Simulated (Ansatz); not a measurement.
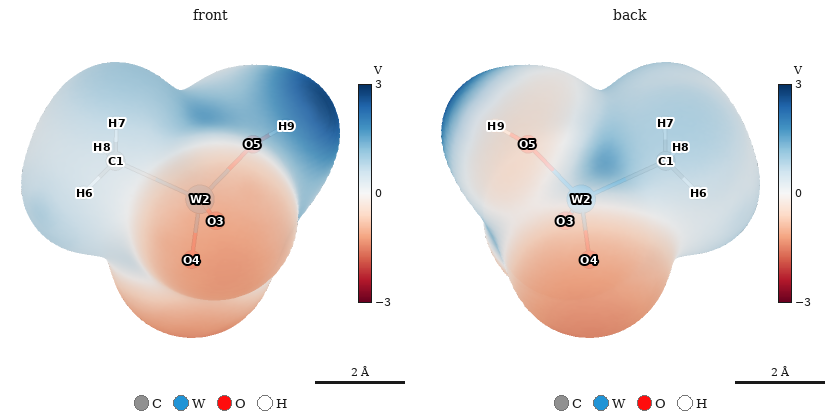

CH₄O₃W (SMILES [CH3][W](=[O])(=[O])[OH]). The electrostatic potential painted on the density surface at 0.001 e/bohr³, seen from the front and from behind; the colour scale runs from red (negative) to blue (positive).

Geometry: PBE0-D4/def2-TZVP; core potentials replace the inner electrons of W.

All numbers below come from RKS PBE0-D4/def2-TZVPP in Ansatz 0.2.0.

```json
{"atom": "C", "x (Å)": "-0.9229", "y (Å)": "-0.8405", "z (Å)": "-0.5468"}
{"atom": "W", "x (Å)": "0.7772", "y (Å)": "0.2086", "z (Å)": "0.1304"}
{"atom": "O", "x (Å)": "1.4377", "y (Å)": "-0.7556", "z (Å)": "1.3693"}
{"atom": "O", "x (Å)": "1.8391", "y (Å)": "0.2435", "z (Å)": "-1.2022"}
{"atom": "O", "x (Å)": "0.2612", "y (Å)": "1.9295", "z (Å)": "0.6841"}
{"atom": "H", "x (Å)": "-0.6403", "y (Å)": "-1.8349", "z (Å)": "-0.8993"}
{"atom": "H", "x (Å)": "-1.6445", "y (Å)": "-0.9500", "z (Å)": "0.2677"}
{"atom": "H", "x (Å)": "-1.3861", "y (Å)": "-0.2954", "z (Å)": "-1.3741"}
{"atom": "H", "x (Å)": "0.2786", "y (Å)": "2.2949", "z (Å)": "1.5709"}
```

Describe the electrostatic potential map.

The most negative region (about −1.4 V, or −32 kcal/mol for a unit charge) lies over O4, the most positive (about +2.7 V, or +62 kcal/mol for a unit charge) over H9. O4 is the likeliest acceptor of a hydrogen bond.
